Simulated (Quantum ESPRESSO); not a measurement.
# Ga3Fe5 with and without spin polarisation

Does Ga3Fe5 keep a moment from a parallel start?

Calculated with Quantum ESPRESSO 7.5; PBE; plane waves with GBRV 1.5 PBE potentials, no spin-orbit coupling.

## 1. Starting point

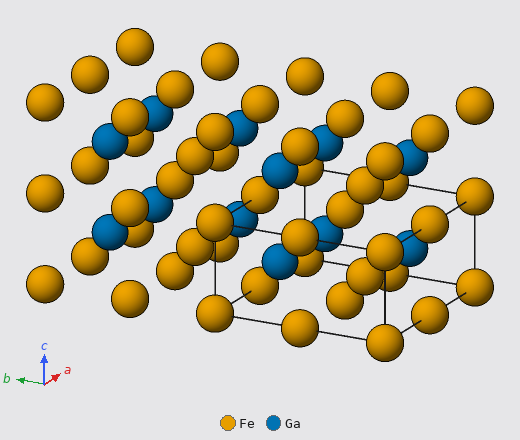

Start, viewed from a free direction; iron orange, gallium blue. 1×2×2 cells are drawn. Some periodic images of atoms are drawn too.

The cell was typed by rule, not taken from a database of measured structures.

## 2. Run 1 (ferro +++++)

The signs are those of the starting moments on the seeded atoms, the atoms that are given a moment.

Contents of pw.in:

```
&CONTROL
  calculation = 'scf'
  prefix = 'pwscf'
  outdir = './tmp'
  pseudo_dir = './pseudo'
  disk_io = 'nowf'
/
&SYSTEM
  ibrav = 0
  celldm(1) = 8
  nat = 8
  ntyp = 2
  ecutwfc = 40
  ecutrho = 280
  nbnd = 90
  occupations = 'smearing'
  smearing = 'fd'
  degauss = 0.00367493
  nspin = 2
  starting_magnetization(1) = 0.1562
  starting_magnetization(2) = 0
/
&ELECTRONS
  conv_thr = 1.6d-08
  electron_maxstep = 150
  mixing_beta = 0.3
/
ATOMIC_SPECIES
Fe     55.8450 fe_pbe_v1.5.uspp.F.UPF
Ga     69.7230 ga_pbe_v1.4.uspp.F.UPF
CELL_PARAMETERS alat
   1.3812716892186    0.0000000000000    0.0000000000000
   0.0000000000000    1.3812716892186    0.0000000000000
   0.0000000000000    0.0000000000000    0.6906358446093
ATOMIC_POSITIONS crystal
Fe      0.0000000000    0.0000000000    0.0000000000
Fe      0.2500000000    0.2500000000    0.5000000000
Fe      0.0000000000    0.5000000000    0.0000000000
Ga      0.2500000000    0.7500000000    0.5000000000
Fe      0.5000000000    0.0000000000    0.0000000000
Ga      0.7500000000    0.2500000000    0.5000000000
Fe      0.5000000000    0.5000000000    0.0000000000
Ga      0.7500000000    0.7500000000    0.5000000000
K_POINTS automatic
6 6 11 0 0 0
```

Run with:

```console
OMP_NUM_THREADS=1 mpirun -n 4 pw.x -nk 4 -in pw.in > pw.out
```

The program printed:

```text
Program PWSCF v.7.5 starts

     Message from routine setup:
     using ibrav=0 with symmetry is DISCOURAGED, use correct ibrav instead

     K-points division:     npool     =       4
     Subspace diagonalization in iterative solution of the eigenvalue problem:

     G-vector sticks info
     --------------------
     sticks:   dense  smooth     PW     G-vecs:    dense   smooth      PW
     Sum        2733    1565    481                53449    23067    3885

     Using Slab Decomposition

     bravais-lattice index     =            0
     lattice parameter (alat)  =       8.0000  a.u.
     unit-cell volume          =     674.6481 (a.u.)^3
     number of atoms/cell      =            8
     number of atomic types    =            2
     number of electrons       =       137.00
     number of Kohn-Sham states=           90
     kinetic-energy cutoff     =      40.0000  Ry
     charge density cutoff     =     280.0000  Ry
     scf convergence threshold =      1.6E-08
     mixing beta               =       0.3000
     number of iterations used =            8  plain     mixing
     Exchange-correlation=  SLA  PW   PBX  PBC
                           (   1   4   3   4   0   0   0)

     celldm(1)=   8.000000  celldm(2)=   0.000000  celldm(3)=   0.000000
     celldm(4)=   0.000000  celldm(5)=   0.000000  celldm(6)=   0.000000

     crystal axes: (cart. coord. in units of alat)
               a(1) = (   1.381272   0.000000   0.000000 )
               a(2) = (   0.000000   1.381272   0.000000 )
               a(3) = (   0.000000   0.000000   0.690636 )

     reciprocal axes: (cart. coord. in units 2 pi/alat)
               b(1) = (  0.723971  0.000000  0.000000 )
               b(2) = (  0.000000  0.723971  0.000000 )
               b(3) = (  0.000000  0.000000  1.447941 )

     PseudoPot. # 1 for Fe read from file:
     fe_pbe_v1.5.uspp.F.UPF
     Pseudo is Ultrasoft + core correction, Zval = 16.0
     Generated by new atomic code, or converted to UPF format
     Using radial grid of  861 points,  6 beta functions with:
                l(1) =   0
                l(2) =   0
                l(3) =   1
                l(4) =   1
                l(5) =   2
                l(6) =   2
     Q(r) pseudized with  8 coefficients,  rinner =    1.000   1.000   1.000
                                                       1.000   1.000

     PseudoPot. # 2 for Ga read from file:
     ga_pbe_v1.4.uspp.F.UPF
     Pseudo is Ultrasoft + core correction, Zval = 19.0
     Generated by new atomic code, or converted to UPF format
     Using radial grid of  871 points,  6 beta functions with:
                l(1) =   0
                l(2) =   0
                l(3) =   1
                l(4) =   1
                l(5) =   2
                l(6) =   2
     Q(r) pseudized with  8 coefficients,  rinner =    1.250   1.250   1.250
                                                       1.250   1.250

     atomic species   valence    mass     pseudopotential
     Fe               16.00    55.84500     Fe( 1.00)
     Ga               19.00    69.72300     Ga( 1.00)

     Starting magnetic structure
     atomic species   magnetization
     Fe              0.156
     Ga              0.000

     16 Sym. Ops., with inversion, found (12 have fractional translation)

   Cartesian axes

     site n.     atom                  positions (alat units)
         1        Fe     tau(   1) = (   0.0000000   0.0000000   0.0000000  )
         2        Fe     tau(   2) = (   0.3453179   0.3453179   0.3453179  )
         3        Fe     tau(   3) = (   0.0000000   0.6906358   0.0000000  )
         4        Ga     tau(   4) = (   0.3453179   1.0359538   0.3453179  )
         5        Fe     tau(   5) = (   0.6906358   0.0000000   0.0000000  )
         6        Ga     tau(   6) = (   1.0359538   0.3453179   0.3453179  )
         7        Fe     tau(   7) = (   0.6906358   0.6906358   0.0000000  )
         8        Ga     tau(   8) = (   1.0359538   1.0359538   0.3453179  )

     number of k points=    60  Fermi-Dirac smearing, width (Ry)=  0.0037
                       cart. coord. in units 2pi/alat
        k(    1) = (   0.0000000   0.0000000   0.0000000), wk =   0.0025253
        k(    2) = (   0.0000000   0.0000000   0.1316310), wk =   0.0050505
        k(    3) = (   0.0000000   0.0000000   0.2632620), wk =   0.0050505
        k(    4) = (   0.0000000   0.0000000   0.3948930), wk =   0.0050505
        k(    5) = (   0.0000000   0.0000000   0.5265240), wk =   0.0050505
        [... 55 further k-points ...]

     Dense  grid:    53449 G-vectors     FFT dimensions: (  60,  60,  30)

     Smooth grid:    23067 G-vectors     FFT dimensions: (  48,  48,  24)

     Check: negative core charge=   -0.000044
     Generating pointlists ...
     new r_m :   0.2467 (alat units)  1.9738 (a.u.) for type    1
     new r_m :   0.2467 (alat units)  1.9738 (a.u.) for type    2

     Initial potential from superposition of free atoms

     starting charge     129.0000, renormalised to     137.0000
     Starting wfcs are  101 randomized atomic wfcs

     Self-consistent Calculation

     iteration #  1     ecut=    40.00 Ry     beta= 0.30
     Davidson diagonalization with overlap
     ethr =  1.00E-02,  avg # of iterations =  3.4

     total energy              =   -2432.70571271 Ry
     estimated scf accuracy    <     158.59637546 Ry

     total magnetization       =     2.93 Bohr mag/cell
     absolute magnetization    =     3.54 Bohr mag/cell

     iteration #  2     ecut=    40.00 Ry     beta= 0.30
     Davidson diagonalization with overlap
     ethr =  1.00E-02,  avg # of iterations =  3.0

     total energy              =   -2484.47818671 Ry
     estimated scf accuracy    <     155.44844487 Ry

     total magnetization       =     3.97 Bohr mag/cell
     absolute magnetization    =     4.24 Bohr mag/cell

     iteration #  3     ecut=    40.00 Ry     beta= 0.30
     Davidson diagonalization with overlap
     ethr =  1.00E-02,  avg # of iterations =  4.2

     total energy              =   -2495.72103670 Ry
     estimated scf accuracy    <      19.64777839 Ry

     total magnetization       =     8.37 Bohr mag/cell
     absolute magnetization    =     8.90 Bohr mag/cell

     [... further iterations left out ...]

     iteration # 18     ecut=    40.00 Ry     beta= 0.30
     Davidson diagonalization with overlap
     ethr =  2.98E-09,  avg # of iterations =  3.9

     total energy              =   -2497.77527259 Ry
     estimated scf accuracy    <       0.00000241 Ry

     total magnetization       =    10.08 Bohr mag/cell
     absolute magnetization    =    11.29 Bohr mag/cell

     iteration # 19     ecut=    40.00 Ry     beta= 0.30
     Davidson diagonalization with overlap
     ethr =  1.76E-09,  avg # of iterations =  1.3

     total energy              =   -2497.77527294 Ry
     estimated scf accuracy    <       0.00000031 Ry

     total magnetization       =    10.08 Bohr mag/cell
     absolute magnetization    =    11.29 Bohr mag/cell

     iteration # 20     ecut=    40.00 Ry     beta= 0.30
     Davidson diagonalization with overlap
     ethr =  2.24E-10,  avg # of iterations =  2.8

     total energy              =   -2497.77527311 Ry
     estimated scf accuracy    <       0.00000007 Ry

     total magnetization       =    10.08 Bohr mag/cell
     absolute magnetization    =    11.29 Bohr mag/cell

     iteration # 21     ecut=    40.00 Ry     beta= 0.30
     Davidson diagonalization with overlap
     ethr =  5.14E-11,  avg # of iterations =  2.2

     Magnetic moment per site  (integrated on atomic sphere of radius R)
     atom   1 (R=0.247)  charge= 14.5569  magn=  1.9683
     atom   2 (R=0.247)  charge= 14.4637  magn=  2.6847
     atom   3 (R=0.247)  charge= 14.5569  magn=  1.9683
     atom   4 (R=0.247)  charge= 17.3078  magn= -0.0803
     atom   5 (R=0.247)  charge= 14.5569  magn=  1.9683
     atom   6 (R=0.247)  charge= 17.3078  magn= -0.0803
     atom   7 (R=0.247)  charge= 14.5569  magn=  1.9683
     atom   8 (R=0.247)  charge= 17.3132  magn= -0.0697

     End of self-consistent calculation

     Number of k-points >= 100: set verbosity='high' to print the bands.

     the Fermi energy is    17.1296 ev

!    total energy              =   -2497.77527316 Ry
     estimated scf accuracy    <       0.00000001 Ry
     smearing contrib. (-TS)   =      -0.00539106 Ry
     internal energy E=F+TS    =   -2497.76988210 Ry

     The total energy is F=E-TS. E is the sum of the following terms:
     one-electron contribution =   -1472.62389194 Ry
     hartree contribution      =     817.27585536 Ry
     xc contribution           =    -292.12578617 Ry
     ewald contribution        =   -1550.29605935 Ry

     total magnetization       =    10.08 Bohr mag/cell
     absolute magnetization    =    11.29 Bohr mag/cell

     convergence has been achieved in  21 iterations

=------------------------------------------------------------------------------=
   JOB DONE.
=------------------------------------------------------------------------------=
```

Run time: 2.3 min. Hardware: 4 MPI ranks of AMD EPYC 9B45 (Zen 5), shared host; peak memory 0.93 GiB; 9.1 min of CPU time.

Spin moment in the atom's sphere by atom:

```csv
atom,spin moment in the atom's sphere (μB)
Fe1,1.97
Fe2,2.68
Fe3,1.97
Ga4,-0.08
Fe5,1.97
Ga6,-0.08
Fe7,1.97
Ga8,-0.07
```

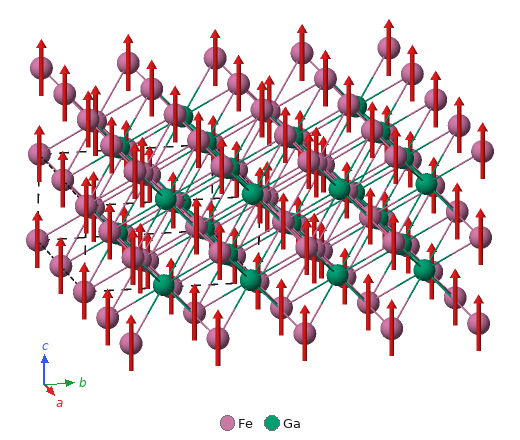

Spin moment in the atom's sphere as arrows, the longest 2.68 μB. Up and down stand for the sign. Arrows give size and sign along the axis of quantisation, drawn up and down the page. 2×2×2 cells are drawn. Some periodic images of atoms are drawn too.

Numbers from this step:

- smearing term TS: 0.07335 eV
- magnetization: 10.08 μB
- absolute magnetization: 11.29 μB
- final state: ferromagnetic

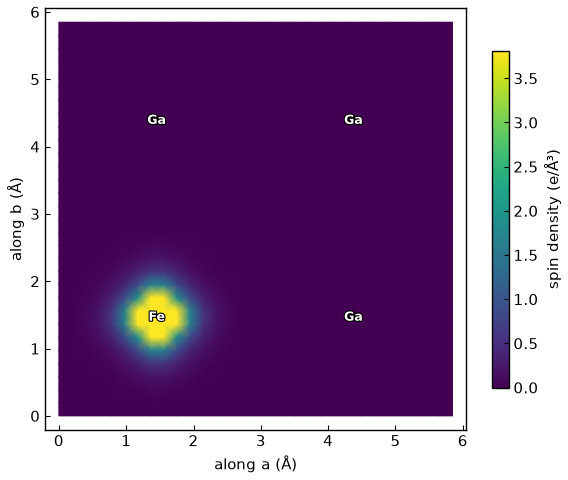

Spin density in the ab plane at fractional z = 0.500, with atoms of Fe and Ga within 0.2 Å of it.

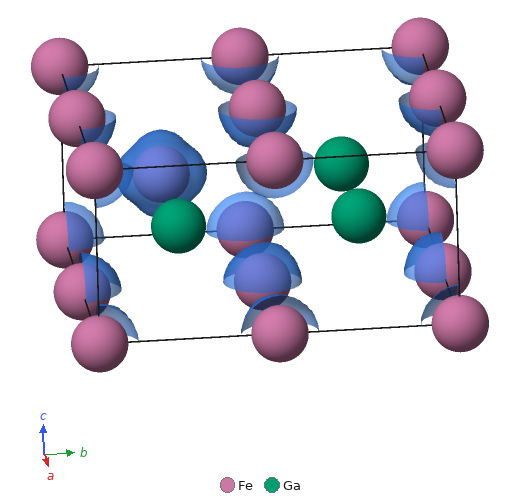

Surface of spin density = 0.46 e/Å³, which holds about 70 % of the integral of its size.

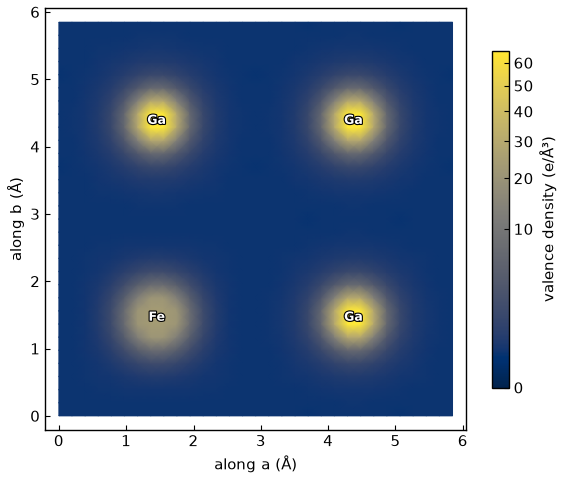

Valence density in the ab plane at fractional z = 0.500, with atoms of Fe and Ga within 0.2 Å of it. It is the smooth field of the valence electrons, not physical close to the nuclei. The colour scale is stretched toward low values.

## 3. Run 2 (no spin polarisation)

pw.in, as its differences from that of step 2:

```diff
@@ -14,3 +14,3 @@
   ecutrho = 280
-  nbnd = 90
+  nbnd = 84
   occupations = 'smearing'
@@ -18,5 +18,2 @@
   degauss = 0.00367493
-  nspin = 2
-  starting_magnetization(1) = 0.1562
-  starting_magnetization(2) = 0
 /
```

The program printed:

```text
[banner, memory and clock lines left out]
Program PWSCF v.7.5 starts

     Message from routine setup:
     using ibrav=0 with symmetry is DISCOURAGED, use correct ibrav instead

     bravais-lattice index     =            0
     lattice parameter (alat)  =       8.0000  a.u.
     unit-cell volume          =     674.6481 (a.u.)^3
     number of atoms/cell      =            8
     number of atomic types    =            2
     number of electrons       =       137.00
     number of Kohn-Sham states=           84
     kinetic-energy cutoff     =      40.0000  Ry
     charge density cutoff     =     280.0000  Ry
     scf convergence threshold =      1.6E-08
     mixing beta               =       0.3000
     number of iterations used =            8  plain     mixing
     Exchange-correlation=  SLA  PW   PBX  PBC
                           (   1   4   3   4   0   0   0)

     celldm(1)=   8.000000  celldm(2)=   0.000000  celldm(3)=   0.000000
     celldm(4)=   0.000000  celldm(5)=   0.000000  celldm(6)=   0.000000

     crystal axes: (cart. coord. in units of alat)
               a(1) = (   1.381272   0.000000   0.000000 )
               a(2) = (   0.000000   1.381272   0.000000 )
               a(3) = (   0.000000   0.000000   0.690636 )

     reciprocal axes: (cart. coord. in units 2 pi/alat)
               b(1) = (  0.723971  0.000000  0.000000 )
               b(2) = (  0.000000  0.723971  0.000000 )
               b(3) = (  0.000000  0.000000  1.447941 )

     PseudoPot. # 1 for Fe read from file:
     fe_pbe_v1.5.uspp.F.UPF
     Pseudo is Ultrasoft + core correction, Zval = 16.0

     PseudoPot. # 2 for Ga read from file:
     ga_pbe_v1.4.uspp.F.UPF
     Pseudo is Ultrasoft + core correction, Zval = 19.0

     atomic species   valence    mass     pseudopotential
     Fe               16.00    55.84500     Fe( 1.00)
     Ga               19.00    69.72300     Ga( 1.00)

     16 Sym. Ops., with inversion, found (12 have fractional translation)

   Cartesian axes

     site n.     atom                  positions (alat units)
         1        Fe     tau(   1) = (   0.0000000   0.0000000   0.0000000  )
         2        Fe     tau(   2) = (   0.3453179   0.3453179   0.3453179  )
         3        Fe     tau(   3) = (   0.0000000   0.6906358   0.0000000  )
         4        Ga     tau(   4) = (   0.3453179   1.0359538   0.3453179  )
         5        Fe     tau(   5) = (   0.6906358   0.0000000   0.0000000  )
         6        Ga     tau(   6) = (   1.0359538   0.3453179   0.3453179  )
         7        Fe     tau(   7) = (   0.6906358   0.6906358   0.0000000  )
         8        Ga     tau(   8) = (   1.0359538   1.0359538   0.3453179  )

     number of k points=    60  Fermi-Dirac smearing, width (Ry)=  0.0037
                       cart. coord. in units 2pi/alat
        k(    1) = (   0.0000000   0.0000000   0.0000000), wk =   0.0050505
        k(    2) = (   0.0000000   0.0000000   0.1316310), wk =   0.0101010
        k(    3) = (   0.0000000   0.0000000   0.2632620), wk =   0.0101010
        k(    4) = (   0.0000000   0.0000000   0.3948930), wk =   0.0101010
        k(    5) = (   0.0000000   0.0000000   0.5265240), wk =   0.0101010
        [... 55 further k-points ...]

     Dense  grid:    53449 G-vectors     FFT dimensions: (  60,  60,  30)

     Smooth grid:    23067 G-vectors     FFT dimensions: (  48,  48,  24)

     Check: negative core charge=   -0.000044

     Initial potential from superposition of free atoms

     starting charge     129.0000, renormalised to     137.0000
     Starting wfcs are  101 randomized atomic wfcs

     Self-consistent Calculation

     iteration #  1     ecut=    40.00 Ry     beta= 0.30
     Davidson diagonalization with overlap
     ethr =  1.00E-02,  avg # of iterations =  2.7

     total energy              =   -2429.68661170 Ry
     estimated scf accuracy    <     164.61494673 Ry

     iteration #  2     ecut=    40.00 Ry     beta= 0.30
     Davidson diagonalization with overlap
     ethr =  1.00E-02,  avg # of iterations =  3.1

     total energy              =   -2484.15929578 Ry
     estimated scf accuracy    <     166.84901373 Ry

     [... further iterations left out ...]

     iteration # 25     ecut=    40.00 Ry     beta= 0.30
     Davidson diagonalization with overlap
     ethr =  1.86E-09,  avg # of iterations =  2.9

     total energy              =   -2497.68379871 Ry
     estimated scf accuracy    <       0.00000035 Ry

     iteration # 26     ecut=    40.00 Ry     beta= 0.30
     Davidson diagonalization with overlap
     ethr =  2.56E-10,  avg # of iterations =  4.0

     End of self-consistent calculation

     [... lines left out ...]
     the Fermi energy is    16.7622 ev

!    total energy              =   -2497.68379881 Ry
     estimated scf accuracy    <       0.00000001 Ry
     smearing contrib. (-TS)   =      -0.00746152 Ry
     internal energy E=F+TS    =   -2497.67633729 Ry

     The total energy is F=E-TS. E is the sum of the following terms:
     one-electron contribution =   -1472.42055144 Ry
     hartree contribution      =     816.58365316 Ry
     xc contribution           =    -291.54337966 Ry
     ewald contribution        =   -1550.29605935 Ry

     convergence has been achieved in  26 iterations
```

Wall time 76 s (4 MPI ranks); peak memory 0.71 GiB.

Read from the output:

* smearing term TS: 0.1015 eV
* final state: non-magnetic (no spin polarisation)

## 4. Ranking

An order is kept where moments of 0.15 μB or more survive with the typed signs; meshes match where a doubled cell samples the same k points as the first cell.

Orders:

| start | final state | typed order kept | energy over the lowest (meV a seeded atom) | largest site moment (μB) | net moment (μB a cell of the first run) | mesh matched | CPU time (s) |
| --- | --- | --- | --- | --- | --- | --- | --- |
| ferro +++++ | ferromagnetic | yes | 0 | 2.685 | 10.08 | yes | 544 |
| no spin polarisation | non-magnetic | - | 248.9 | 0 | 0 | yes | 301.4 |

## 5. Results

- state found: ferromagnetic (from ferro +++++)
- largest site moment: 2.68 μB
- state without moments: 249 meV a seeded atom higher

In words: No opposed start was run, so this says nothing of the order that the crystal takes. The cell was built by rule and the atoms were not relaxed, which can move these energies.

[Logs and program files are shortened in this print: banners, set-up blocks, solver, clock and traceback lines can be left out without a mark of their own.]

[Logs are printed without paths, hosts, clocks, repeated set-up lines and the standing remarks that a program may print on its own settings, such as how far it seeks lower states.]

[Hosts, paths, dates, database ids (printed as entryN), source tags and the programs' standing remarks are cut or masked in the printed files.]

[Where a cell is said to come from a database of computed structures, the database is the Materials Project.]
